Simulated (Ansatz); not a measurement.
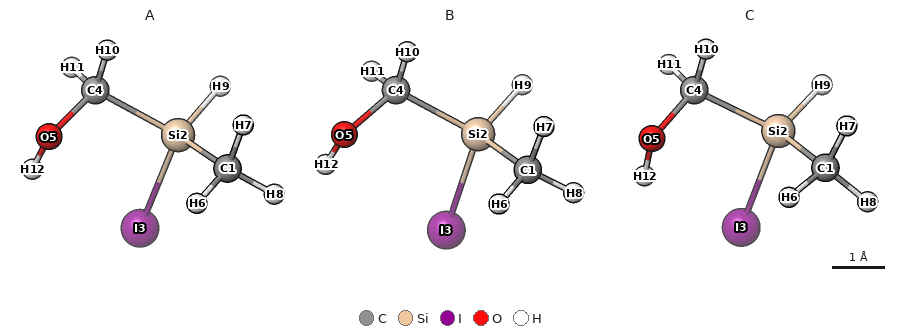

3 geometries from one relaxation of C2H7IOSi, in shuffled order. The picture is a ball-and-stick view, seen from a free direction.

The run prepares an end point of a later path (torsion) calculation, from a guessed geometry.

These are results of Ansatz 0.2.0, RKS PBE-D4/def2-SVP, not measurements. Set-up: no spin polarisation; force threshold 0.015 eV/Å; at most 40 steps.

> Order the frames from highest to lowest energy.

B, A, C. They are steps 0, 1, 6, at +49.4 kJ/mol, +8.61 kJ/mol relative to the last. H12 moves most after the best rigid fit: 0.43 Å. By element the largest moves are H 0.43 Å, O 0.17 Å, I 0.14 Å, C 0.09 Å, Si 0.08 Å. Near-neighbour distances that change, for instance: C4–H10 1.022 → 1.113 Å, C1–Si2 1.811 → 1.878 Å, C1–H8 1.053 → 1.107 Å, Si2–I3 2.445 → 2.499 Å. Bond angles that change, for instance: O5–C4–H11 103.7° → 113.5°, H10–C4–H11 112.6° → 106.2°, H6–C1–H7 103.4° → 108.5°. Over 6 geometry steps the energy falls by 49.4 kJ/mol. The largest force component goes from 4.4 to 0.011 eV/Å. The run took 33 s on 2 threads of Intel(R) Xeon(R) Platinum 8259CL CPU @ 2.50GHz (Skylake/Cascade Lake), on a shared host, peak memory 0.2 GiB.
